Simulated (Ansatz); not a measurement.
# C2H10OSSi: molecular dynamics (part 4 of 5)

C2H10OSSi; UKS r2SCANh-D4/STO-3G (Ansatz 0.2.0). The run did not end well. It belongs to a series of runs on one base structure; here: dynamics from the start. The run did not end well; see the last part.

Geometry of the input (Å):
```
Si -0.7647  -0.3821  0.2697
C  0.7963  1.0818  0.6721
O  0.0841  -1.3056  -0.7765
C  0.5336  -1.0834  -2.0759
H  -1.6810  0.3757  -0.5746
H  -0.6610  -1.4547  1.2430
H  -0.3548  1.1696  1.4551
S  -1.9790  0.8219  2.1316
H  0.8281  1.4605  -0.3439
H  1.1103  1.9262  1.2966
H  1.5544  0.3233  0.8231
H  -0.2590  -0.6649  -2.7007
H  0.8580  -2.0359  -2.4955
H  1.3792  -0.3899  -2.0702
H  -1.4448  0.1573  3.1462
```

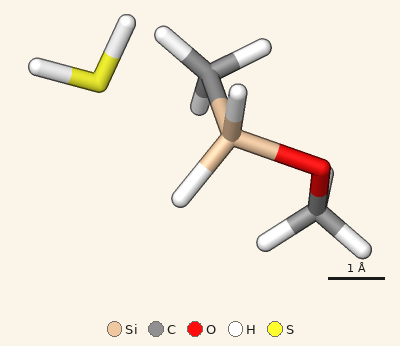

*The geometry at step 66 of the log (stick view, seen at a tilt).*

### Trajectory as extended XYZ, continued
```
15
Properties=species:S:1:pos:R:3:forces:R:3 step=49 time_fs=24.5 energy=-22726.71031 temperature=1307.3
Si   -0.6152   -0.2982    0.2977   -0.7855  -4.8817  -3.8205
C     0.7243    0.8401    0.4782    0.7649   3.4212   3.7880
O     0.1444   -1.5190   -0.8015   -0.5603   0.1859   0.6913
C     0.5002   -0.9769   -2.0752   -0.3325   1.2564  -0.7089
H    -1.7955    0.0636   -0.4191   -0.1231   0.7409  -0.4858
H    -1.0688   -1.3421    1.1606    0.3578   0.0681   1.0673
H    -1.8740    2.2860    2.7878   -0.2418  -3.9029  -1.6349
S    -2.0111    0.8601    2.1447   -0.2750   4.0760   2.4328
H     0.8129    1.6432   -0.2568    0.3721  -0.5877  -0.3941
H     0.3617    1.3811    1.3900    0.8067   0.2492  -0.6701
H     1.6758    0.4360    0.8481   -0.0475  -0.1693  -1.0403
H    -0.2506   -0.2346   -2.4686    0.0547  -0.5017  -0.0664
H     0.5846   -1.7846   -2.8540    0.0927   0.3579   0.6242
H     1.4493   -0.3697   -2.0972   -0.0261  -0.5792   0.1476
H    -1.4104    0.2350    3.1914   -0.0570   0.2669   0.0697
15
Properties=species:S:1:pos:R:3:forces:R:3 step=51 time_fs=25.5 energy=-22726.45779 temperature=1158.3
Si   -0.6045   -0.3012    0.2897   -1.4886  -5.2220  -3.6033
C     0.7165    0.8333    0.4761    1.4351   3.7927   3.7797
O     0.1466   -1.5314   -0.8036   -0.5655   0.3064   0.6504
C     0.4967   -0.9699   -2.0709   -0.3368   1.2157  -1.2139
H    -1.7886    0.0792   -0.4313    0.0682   0.5900  -0.3076
H    -1.0506   -1.3354    1.1886    0.4019   0.3262   0.8005
H    -1.9907    2.3296    2.8724    0.0744  -4.3358  -2.0283
S    -2.0141    0.8664    2.1488   -0.3186   4.1717   3.2369
H     0.8090    1.6389   -0.2625    0.3598  -0.7243  -0.2624
H     0.3668    1.3829    1.3926    0.7947   0.0825  -0.7867
H     1.6722    0.4130    0.8344   -0.2381   0.0073  -1.0613
H    -0.2588   -0.2156   -2.4558    0.2385  -0.6792   0.0630
H     0.5779   -1.7666   -2.8758    0.0382   0.5369   0.9244
H     1.4510   -0.3660   -2.0954   -0.1293  -0.6114   0.2025
H    -1.4084    0.2315    3.2129   -0.3338   0.5433  -0.3940
15
Properties=species:S:1:pos:R:3:forces:R:3 step=54 time_fs=27.0 energy=-22726.50765 temperature=1188.0
Si   -0.5894   -0.3090    0.2755   -2.3384  -5.4852  -3.1752
C     0.7071    0.8288    0.4785    2.1382   3.7390   3.0471
O     0.1493   -1.5497   -0.8060   -0.5785   0.4972   0.5753
C     0.4909   -0.9578   -2.0662   -0.3005   1.0205  -1.3608
H    -1.7763    0.1127   -0.4545    0.3774   0.2999  -0.0006
H    -1.0158   -1.3188    1.2438    0.4491   0.6887   0.2840
H    -2.1633    2.3174    2.9624    0.5814  -4.3251  -2.3278
S    -2.0188    0.8782    2.1568   -0.6234   3.9347   3.8681
H     0.8095    1.6194   -0.2757    0.3067  -0.7093  -0.1937
H     0.3883    1.3873    1.3832    0.5931   0.1487  -0.4021
H     1.6626    0.3788    0.7951   -0.2158   0.1440  -0.8623
H    -0.2666   -0.1991   -2.4354    0.2804  -0.6271   0.1187
H     0.5685   -1.7302   -2.8920   -0.0075   0.3924   0.9391
H     1.4512   -0.3711   -2.0889   -0.1112  -0.4586   0.2529
H    -1.4118    0.2364    3.2371   -0.5509   0.7403  -0.7628
15
Properties=species:S:1:pos:R:3:forces:R:3 step=56 time_fs=28.0 energy=-22726.83717 temperature=1383.3
Si   -0.5802   -0.3165    0.2646   -2.6248  -5.4048  -2.8146
C     0.7029    0.8296    0.4833    2.3479   3.2684   2.1721
O     0.1506   -1.5615   -0.8072   -0.5820   0.6212   0.5042
C     0.4867   -0.9486   -2.0645   -0.2264   0.8033  -1.0255
H    -1.7641    0.1390   -0.4704    0.5146   0.0999   0.1708
H    -0.9873   -1.3000    1.2848    0.4380   0.8342  -0.0594
H    -2.2721    2.2575    2.9949    0.8742  -3.9995  -2.3539
S    -2.0221    0.8875    2.1636   -0.9504   3.6713   3.8652
H     0.8136    1.5980   -0.2869    0.2517  -0.5396  -0.2368
H     0.4100    1.3919    1.3716    0.3858   0.3809   0.1504
H     1.6535    0.3576    0.7583   -0.0255   0.1514  -0.6050
H    -0.2685   -0.1957   -2.4204    0.1412  -0.3752   0.0637
H     0.5621   -1.7010   -2.8915   -0.0125   0.0432   0.6389
H     1.4500   -0.3802   -2.0816    0.0019  -0.2499   0.2614
H    -1.4204    0.2482    3.2447   -0.5338   0.6950  -0.7317
15
Properties=species:S:1:pos:R:3:forces:R:3 step=58 time_fs=29.0 energy=-22727.30671 temperature=1661.2
Si   -0.5720   -0.3259    0.2527   -2.6490  -5.0826  -2.3764
C     0.7006    0.8329    0.4898    2.3725   2.5565   1.1788
O     0.1516   -1.5730   -0.8081   -0.5724   0.7341   0.4002
C     0.4824   -0.9388   -2.0635   -0.0960   0.5320  -0.4325
H    -1.7470    0.1662   -0.4847    0.5561  -0.0823   0.2829
H    -0.9547   -1.2733    1.3252    0.3826   0.8653  -0.3531
H    -2.3727    2.1595    3.0050    1.0391  -3.2831  -2.1261
S    -2.0258    0.8979    2.1716   -1.2821   3.1850   3.4018
H     0.8201    1.5714   -0.3004    0.1792  -0.2835  -0.3075
H     0.4354    1.4001    1.3615    0.1971   0.6576   0.7388
H     1.6443    0.3378    0.7158    0.2120   0.1277  -0.2956
H    -0.2691   -0.1958   -2.4049   -0.0942  -0.0020  -0.0411
H     0.5557   -1.6714   -2.8851   -0.0019  -0.4227   0.1596
H     1.4488   -0.3917   -2.0718    0.1449  -0.0063   0.2503
H    -1.4340    0.2666    3.2454   -0.3881   0.5042  -0.4802
15
Properties=species:S:1:pos:R:3:forces:R:3 step=60 time_fs=30.0 energy=-22727.75756 temperature=1927.2
Si   -0.5647   -0.3371    0.2401   -2.4344  -4.5266  -1.8535
C     0.7002    0.8384    0.4973    2.2703   1.8132   0.3243
O     0.1522   -1.5840   -0.8087   -0.5443   0.8291   0.2520
C     0.4780   -0.9285   -2.0629    0.0814   0.2120   0.2148
H    -1.7246    0.1927   -0.4963    0.4902  -0.2322   0.3231
H    -0.9184   -1.2383    1.3623    0.2834   0.7720  -0.5674
H    -2.4634    2.0304    2.9951    0.8515  -1.8888  -1.3826
S    -2.0298    0.9093    2.1805   -1.3715   2.1638   2.2472
H     0.8283    1.5421   -0.3169    0.0866  -0.0047  -0.3383
H     0.4628    1.4146    1.3582    0.1054   0.8010   1.0762
H     1.6370    0.3193    0.6705    0.3890   0.1256   0.0245
H    -0.2707   -0.1959   -2.3897   -0.3388   0.3871  -0.1538
H     0.5493   -1.6459   -2.8771    0.0127  -0.8511  -0.3363
H     1.4490   -0.4032   -2.0597    0.2496   0.2151   0.2201
H    -1.4513    0.2898    3.2416   -0.1311   0.1846  -0.0503
15
Properties=species:S:1:pos:R:3:forces:R:3 step=62 time_fs=31.0 energy=-22727.96419 temperature=2048.4
Si   -0.5582   -0.3498    0.2268   -2.0312  -3.7729  -1.2571
C     0.7016    0.8453    0.5050    2.1218   1.2404  -0.2125
O     0.1526   -1.5945   -0.8092   -0.4957   0.8998   0.0564
C     0.4736   -0.9181   -2.0622    0.2581  -0.1629   0.6409
H    -1.6976    0.2170   -0.5049    0.3223  -0.3393   0.2915
H    -0.8795   -1.1961    1.3940    0.1457   0.5616  -0.6803
H    -2.5465    1.8839    2.9725   -0.1114   0.3991   0.2198
S    -2.0342    0.9214    2.1901   -0.7460   0.3231   0.1493
H     0.8373    1.5128   -0.3364   -0.0249   0.2371  -0.2617
H     0.4912    1.4366    1.3650    0.1390   0.6608   0.9475
H     1.6334    0.3020    0.6254    0.4290   0.1911   0.3305
H    -0.2754   -0.1923   -2.3760   -0.4684   0.6494  -0.2224
H     0.5429   -1.6284   -2.8722    0.0154  -1.0454  -0.6268
H     1.4516   -0.4127   -2.0454    0.2546   0.3651   0.1700
H    -1.4697    0.3146    3.2373    0.1916  -0.2068   0.4549
15
Properties=species:S:1:pos:R:3:forces:R:3 step=64 time_fs=32.0 energy=-22727.80451 temperature=1957.3
Si   -0.5524   -0.3638    0.2130   -1.5023  -2.8744  -0.6143
C     0.7047    0.8532    0.5126    2.0031   0.8811  -0.4924
O     0.1526   -1.6045   -0.8096   -0.4270   0.9405  -0.1816
C     0.4695   -0.9078   -2.0609    0.3672  -0.5761   0.6634
H    -1.6676    0.2381   -0.5107    0.0743  -0.3992   0.2005
H    -0.8392   -1.1485    1.4192   -0.0205   0.2574  -0.6817
H    -2.6313    1.7414    2.9524   -2.0093   2.8668   2.4265
S    -2.0388    0.9335    2.1998    0.8453  -1.7506  -2.4777
H     0.8460    1.4857   -0.3585   -0.1442   0.4130  -0.0500
H     0.5211    1.4647    1.3806    0.2384   0.2545   0.4087
H     1.6338    0.2865    0.5834    0.3327   0.3319   0.6140
H    -0.2844   -0.1827   -2.3643   -0.3863   0.6750  -0.2124
H     0.5367   -1.6207   -2.8731   -0.0019  -0.8881  -0.5700
H     1.4564   -0.4188   -2.0295    0.1376   0.4221   0.1000
H    -1.4864    0.3376    3.2374    0.4928  -0.5541   0.8668
15
Properties=species:S:1:pos:R:3:forces:R:3 step=66 time_fs=33.0 energy=-22727.63372 temperature=1859.7
Si   -0.5471   -0.3787    0.1991   -0.9206  -1.8943   0.0426
C     0.7094    0.8618    0.5198    1.9359   0.6217  -0.7274
O     0.1524   -1.6139   -0.8102   -0.3391   0.9455  -0.4502
C     0.4656   -0.8980   -2.0591    0.3760  -0.9647   0.3367
H    -1.6369    0.2554   -0.5146   -0.2144  -0.4164   0.0737
H    -0.7990   -1.0985    1.4380   -0.2006  -0.1010  -0.5822
H    -2.7351    1.6251    2.9548   -3.3770   3.4374   3.3864
S    -2.0432    0.9451    2.2087    2.0551  -2.1304  -3.6058
H     0.8534    1.4625   -0.3809   -0.2504   0.5335   0.2597
H     0.5531    1.4952    1.4000    0.3094  -0.2436  -0.2631
H     1.6373    0.2743    0.5473    0.1702   0.5097   0.8647
H    -0.2970   -0.1668   -2.3547   -0.1006   0.4620  -0.1305
H     0.5305   -1.6213   -2.8793   -0.0303  -0.4440  -0.2256
H     1.4626   -0.4210   -2.0127   -0.0695   0.3974   0.0138
H    -1.4984    0.3553    3.2456    0.6558  -0.7129   1.0073
15
Properties=species:S:1:pos:R:3:forces:R:3 step=68 time_fs=34.0 energy=-22727.75490 temperature=1926.4
Si   -0.5422   -0.3943    0.1852   -0.3688  -0.8910   0.6900
C     0.7157    0.8709    0.5264    1.8730   0.3287  -1.0640
O     0.1519   -1.6227   -0.8110   -0.2337   0.9091  -0.7334
C     0.4620   -0.8890   -2.0571    0.3109  -1.2580  -0.1122
H    -1.6082    0.2687   -0.5179   -0.4904  -0.4077  -0.0555
H    -0.7608   -1.0495    1.4513   -0.3765  -0.4641  -0.4191
H    -2.8695    1.5402    2.9879   -2.2842   1.7510   1.8533
S    -2.0470    0.9561    2.2166    1.0342  -0.5292  -1.9047
H     0.8585    1.4444   -0.4008   -0.3186   0.6282   0.5799
H     0.5881    1.5235    1.4170    0.2955  -0.6478  -0.7950
H     1.6425    0.2669    0.5194    0.0318   0.6643   1.0600
H    -0.3106   -0.1466   -2.3463    0.2753   0.1149  -0.0185
H     0.5240   -1.6261   -2.8876   -0.0511   0.0911   0.2037
H     1.4680   -0.4193   -1.9958   -0.2978   0.3229  -0.0795
H    -1.5043    0.3664    3.2632    0.6005  -0.6125   0.7951
15
Properties=species:S:1:pos:R:3:forces:R:3 step=70 time_fs=35.0 energy=-22727.75633 temperature=1925.3
Si   -0.5373   -0.4103    0.1715    0.0762   0.0888   1.3180
C     0.7235    0.8803    0.5322    1.7444  -0.0632  -1.5098
O     0.1513   -1.6310   -0.8123   -0.1128   0.8269  -1.0145
C     0.4587   -0.8809   -2.0551    0.2264  -1.4257  -0.4639
H    -1.5842    0.2781   -0.5216   -0.6983  -0.3995  -0.1516
H    -0.7262   -1.0049    1.4606   -0.5316  -0.7824  -0.2503
H    -3.0250    1.4722    3.0384    0.1877   0.0332  -0.4070
S    -2.0505    0.9670    2.2239   -1.1716   0.8957   0.7836
H     0.8605    1.4323   -0.4153   -0.3309   0.7200   0.8142
H     0.6259    1.5456    1.4266    0.1907  -0.8494  -1.0377
H     1.6480    0.2658    0.5017   -0.0160   0.7432   1.1713
H    -0.3215   -0.1252   -2.3381    0.5990  -0.2303   0.0764
H     0.5170   -1.6301   -2.8940   -0.0511   0.5282   0.5249
H     1.4707   -0.4145   -1.9796   -0.4726   0.2342  -0.1672
H    -1.5045    0.3717    3.2883    0.3605  -0.3197   0.3137
15
Properties=species:S:1:pos:R:3:forces:R:3 step=72 time_fs=36.0 energy=-22727.43358 temperature=1735.8
Si   -0.5325   -0.4262    0.1582    0.3611   1.0154   1.9320
C     0.7326    0.8896    0.5367    1.5038  -0.5563  -1.9989
O     0.1507   -1.6388   -0.8142    0.0199   0.6994  -1.2792
C     0.4556   -0.8740   -2.0535    0.1665  -1.4764  -0.5972
H    -1.5668    0.2837   -0.5267   -0.7975  -0.4177  -0.1887
H    -0.6966   -0.9677    1.4674   -0.6527  -1.0227  -0.1385
H    -3.1790    1.4051    3.0856    2.2055  -0.7147  -1.8651
S    -2.0543    0.9781    2.2315   -2.8471   1.2829   2.7464
H     0.8593    1.4271   -0.4220   -0.2811   0.8134   0.8939
H     0.6654    1.5598    1.4264    0.0130  -0.8128  -0.9474
H     1.6535    0.2718    0.4950    0.0542   0.7172   1.1741
H    -0.3268   -0.1060   -2.3291    0.7683  -0.4709   0.1240
H     0.5096   -1.6292   -2.8955   -0.0270   0.7564   0.6298
H     1.4689   -0.4075   -1.9650   -0.5389   0.1583  -0.2373
H    -1.5013    0.3740    3.3163    0.0520   0.0286  -0.2479
15
Properties=species:S:1:pos:R:3:forces:R:3 step=74 time_fs=37.0 energy=-22727.00255 temperature=1481.4
Si   -0.5275   -0.4417    0.1456    0.4757   1.8671   2.5356
C     0.7430    0.8985    0.5396    1.1432  -1.1188  -2.4527
O     0.1500   -1.6461   -0.8168    0.1590   0.5332  -1.5175
C     0.4526   -0.8683   -2.0524    0.1559  -1.4322  -0.4766
H    -1.5570    0.2852   -0.5337   -0.7764  -0.4746  -0.1597
H    -0.6733   -0.9403    1.4728   -0.7325  -1.1728  -0.1241
H    -3.3124    1.3315    3.1154    3.3869  -0.8129  -2.5025
S    -2.0590    0.9895    2.2399   -3.7231   1.0720   3.7926
H     0.8556    1.4297   -0.4203   -0.1754   0.8974   0.7938
H     0.7051    1.5663    1.4174   -0.2110  -0.5553  -0.5512
H     1.6595    0.2846    0.4996    0.2320   0.5855   1.0576
H    -0.3249   -0.0912   -2.3190    0.7367  -0.5527   0.1139
H     0.5018   -1.6212   -2.8911    0.0180   0.7354   0.4832
H     1.4620   -0.3990   -1.9527   -0.4729   0.1096  -0.2810
H    -1.4976    0.3765    3.3420   -0.2161   0.3191  -0.7115
15
Properties=species:S:1:pos:R:3:forces:R:3 step=76 time_fs=38.0 energy=-22726.67337 temperature=1286.3
Si   -0.5224   -0.4566    0.1339    0.4504   2.6229   3.1150
C     0.7543    0.9065    0.5406    0.7000  -1.6820  -2.7821
O     0.1495   -1.6532   -0.8204    0.2978   0.3416  -1.7227
C     0.4497   -0.8637   -2.0516    0.2085  -1.3197  -0.1261
H    -1.5545    0.2822   -0.5421   -0.6545  -0.5615  -0.0779
H    -0.6570   -0.9240    1.4770   -0.7703  -1.2384  -0.2066
H    -3.4137    1.2503    3.1215    3.9895  -0.6378  -2.6743
S    -2.0648    1.0013    2.2494   -4.1191   0.7035   4.1759
H     0.8501    1.4409   -0.4111   -0.0297   0.9514   0.5387
H     0.7427    1.5676    1.4032   -0.4543  -0.1581   0.0429
H     1.6678    0.3030    0.5142    0.4683   0.3806   0.8299
H    -0.3160   -0.0816   -2.3079    0.5048  -0.4627   0.0507
H     0.4943   -1.6062   -2.8823    0.0770   0.4789   0.1042
H     1.4506   -0.3894   -1.9430   -0.2843   0.0894  -0.2944
H    -1.4960    0.3820    3.3611   -0.3840   0.4918  -0.9731
15
Properties=species:S:1:pos:R:3:forces:R:3 step=78 time_fs=39.0 energy=-22726.53751 temperature=1205.7
Si   -0.5171   -0.4706    0.1233    0.3391   3.2566   3.6378
C     0.7662    0.9131    0.5393    0.2677  -2.1190  -2.8710
O     0.1491   -1.6600   -0.8250    0.4278   0.1433  -1.8894
C     0.4470   -0.8602   -2.0510    0.3287  -1.1817   0.3588
H    -1.5583    0.2738   -0.5512   -0.4728  -0.6541   0.0312
H    -0.6480   -0.9195    1.4792   -0.7695  -1.2344  -0.3502
H    -3.4771    1.1631    3.1021    4.2470  -0.3679  -2.6070
S    -2.0719    1.0133    2.2601   -4.2907   0.3779   4.0832
H     0.8444    1.4611   -0.3968    0.1329   0.9463   0.2076
H     0.7759    1.5674    1.3894   -0.6968   0.2140   0.6215
H     1.6806    0.3250    0.5367    0.6748   0.1688   0.5191
H    -0.3024   -0.0763   -2.2963    0.1177  -0.2291  -0.0482
H     0.4875   -1.5868   -2.8725    0.1404   0.0669  -0.4198
H     1.4366   -0.3790   -1.9361   -0.0161   0.0867  -0.2797
H    -1.4979    0.3922    3.3709   -0.4301   0.5258  -0.9938
15
Properties=species:S:1:pos:R:3:forces:R:3 step=80 time_fs=40.0 energy=-22726.62517 temperature=1257.8
Si   -0.5117   -0.4835    0.1139    0.1995   3.7412   4.0639
C     0.7782    0.9181    0.5358   -0.0242  -2.2709  -2.6177
O     0.1490   -1.6668   -0.8307    0.5407  -0.0412  -2.0137
C     0.4446   -0.8577   -2.0500    0.4986  -1.0838   0.7816
H    -1.5666    0.2591   -0.5601   -0.2775  -0.7231   0.1403
H    -0.6463   -0.9269    1.4780   -0.7352  -1.1769  -0.5026
H    -3.4999    1.0724    3.0579    4.2294  -0.0716  -2.3752
S    -2.0802    1.0255    2.2721   -4.3109   0.1646   3.5853
H     0.8400    1.4903   -0.3804    0.2856   0.8429  -0.0783
H     0.8025    1.5691    1.3814   -0.9290   0.3603   0.9261
H     1.6997    0.3486    0.5641    0.7435   0.0297   0.1658
H    -0.2877   -0.0732   -2.2852   -0.3252   0.0645  -0.1522
H     0.4821   -1.5668   -2.8667    0.1951  -0.3351  -0.9069
H     1.4224   -0.3677   -1.9319    0.2609   0.0801  -0.2449
H    -1.5038    0.4073    3.3714   -0.3512   0.4193  -0.7715
15
Properties=species:S:1:pos:R:3:forces:R:3 step=82 time_fs=41.0 energy=-22726.92284 temperature=1433.9
Si   -0.5062   -0.4951    0.1059    0.0815   4.0545   4.3588
C     0.7903    0.9212    0.5302   -0.0882  -2.0504  -2.0428
O     0.1493   -1.6735   -0.8377    0.6283  -0.1914  -2.0895
C     0.4426   -0.8560   -2.0485    0.6678  -1.0721   0.8863
H    -1.5775    0.2376   -0.5676   -0.1078  -0.7447   0.2282
H    -0.6517   -0.9454    1.4720   -0.6733  -1.0792  -0.6163
H    -3.4825    0.9809    2.9910    3.8140   0.2025  -1.9408
S    -2.0898    1.0376    2.2851   -4.0448   0.0951   2.6731
H     0.8382    1.5275   -0.3647    0.4040   0.6041  -0.2066
H     0.8203    1.5740    1.3820   -1.1385   0.1816   0.8226
H     1.7258    0.3726    0.5931    0.6033   0.0103  -0.1885
H    -0.2761   -0.0695   -2.2755   -0.6789   0.2823  -0.2219
H     0.4785   -1.5498   -2.8695    0.2275  -0.5243  -1.1240
H     1.4107   -0.3556   -1.9301    0.4644   0.0444  -0.2015
H    -1.5131    0.4263    3.3646   -0.1593   0.1874  -0.3371
```
